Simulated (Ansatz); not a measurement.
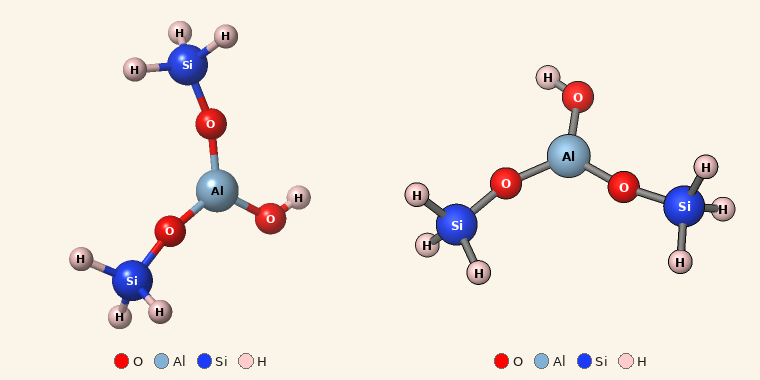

Both panels show the same species.

The geometry was computed by an optimisation with PBE0-D4/def2-TZVP.

Question: Which formula does it have?

Answer: AlH7O3Si2, 13 atoms: 1 aluminium, 7 hydrogen, 3 oxygen and 2 silicon.

Question: Name functional groups in it.

Answer: Among them: Si–H bond, Si–O bond.

Question: Give a SMILES string for it.

Answer: [OH][Al]([O][SiH3])[O][SiH3]

Question: How many bonds of each kind are drawn?

Answer: 6 Si–H, 3 Al–O, 2 O–Si, 1 O–H.

The parts below concern this one geometry. Atoms keep their numbers from picture to picture.

**Shape**

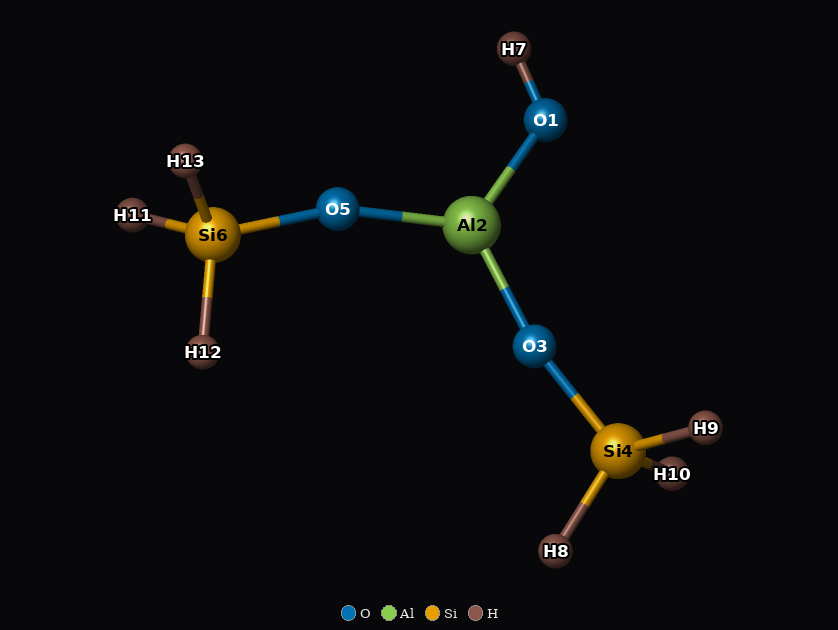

Numbered structure.

Give these bond angles: Al2–O1–H7, O1–Al2–O3, O1–Al2–O5, O3–Al2–O5, Al2–O3–Si4, O3–Si4–H8, O3–Si4–H9, O3–Si4–H10, Al2–O5–Si6, O5–Si6–H11, O5–Si6–H12, O5–Si6–H13.

```json
{"angle": "Al2–O1–H7", "degrees": "122.4"}
{"angle": "O1–Al2–O3", "degrees": "118.6"}
{"angle": "O1–Al2–O5", "degrees": "121.1"}
{"angle": "O3–Al2–O5", "degrees": "120.3"}
{"angle": "Al2–O3–Si4", "degrees": "168.1"}
{"angle": "O3–Si4–H8", "degrees": "109.7"}
{"angle": "O3–Si4–H9", "degrees": "110.2"}
{"angle": "O3–Si4–H10", "degrees": "110.4"}
{"angle": "Al2–O5–Si6", "degrees": "161.4"}
{"angle": "O5–Si6–H11", "degrees": "109.7"}
{"angle": "O5–Si6–H12", "degrees": "110.9"}
{"angle": "O5–Si6–H13", "degrees": "109.7"}
```

**Dipole moment**

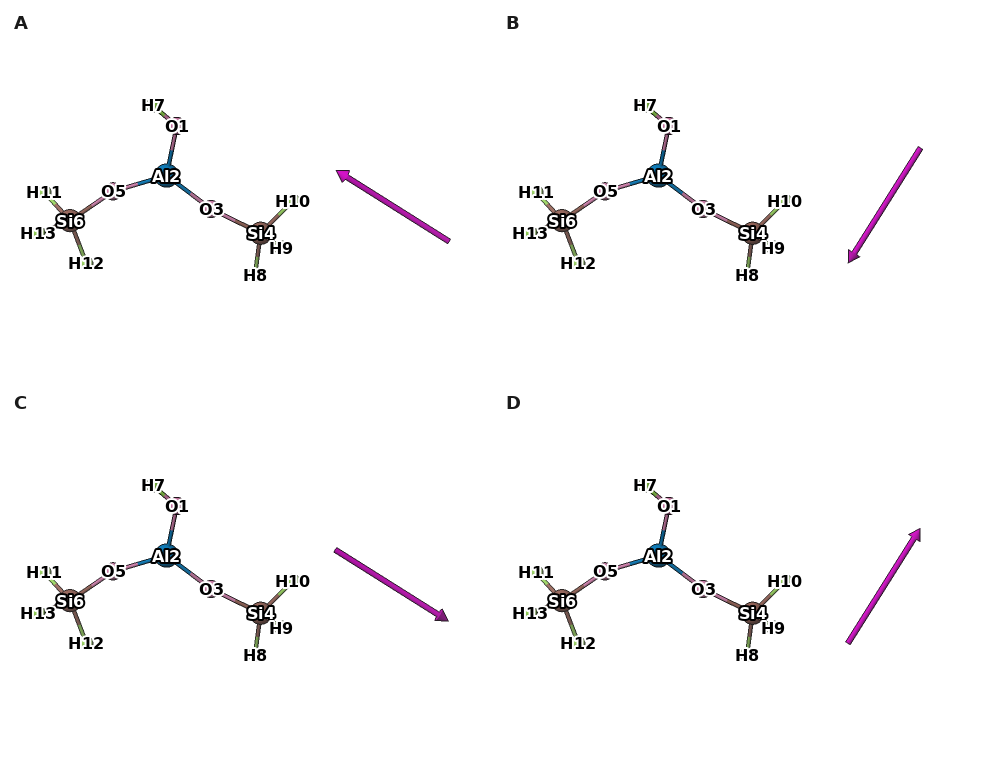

The same molecule four times, each with an arrow. Method: RKS ωB97M-V/def2-TZVPP (Ansatz 0.2.0).

Question: Which arrow points along the dipole moment, from the negative to the positive end?

Answer: A. The dipole moment is 1.23 D; it points from the side of H8 to the side of H11, H13 (the outermost atoms at the two ends).

**Charges**

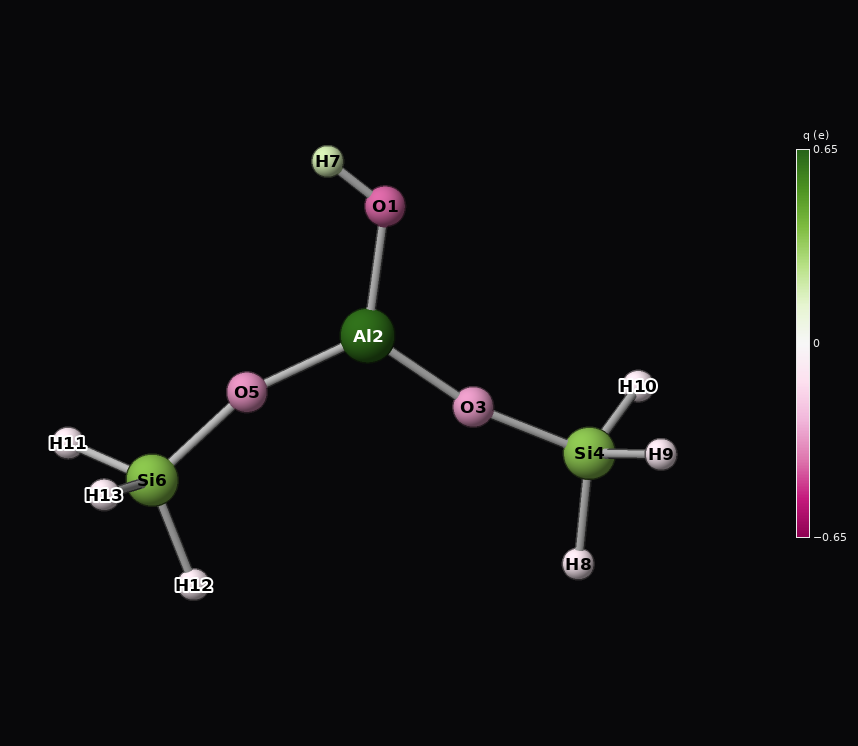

Atoms are coloured by their Mulliken charges. Level of theory: RKS B3LYP-D4/def2-TZVPP (Ansatz 0.2.0).

Give the Mulliken charges atom by atom.

```tsv
atom	value (e)
O1	−0.41
Al2	0.62
O3	−0.31
Si4	0.36
O5	−0.33
Si6	0.37
H7	0.18
H8	−0.08
H9	−0.08
H10	−0.08
H11	−0.08
H12	−0.07
H13	−0.08
```

**Vibrations**

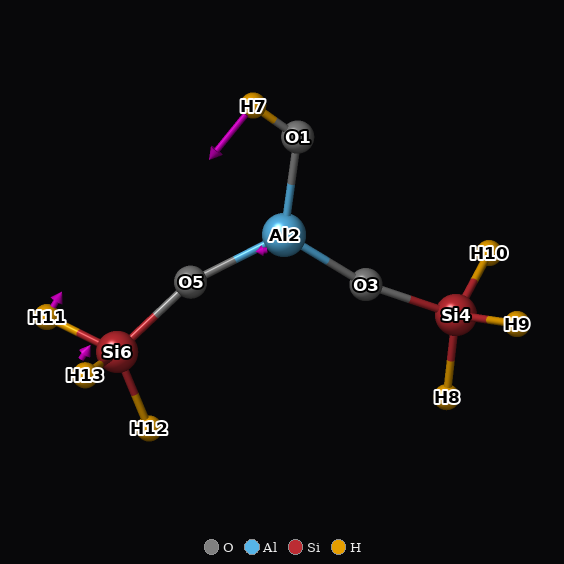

The arrows show one normal mode. Harmonic vibrations computed with RKS PBE0-D4/def2-TZVP (Ansatz 0.2.0) at a stationary point of the same level.

Question: Estimate its harmonic wavenumber.

Answer: 695 cm⁻¹; it is mode 13 of 33 counted from the lowest.

Mulliken values depend strongly on the basis set and can even reverse the polarity of a bond.
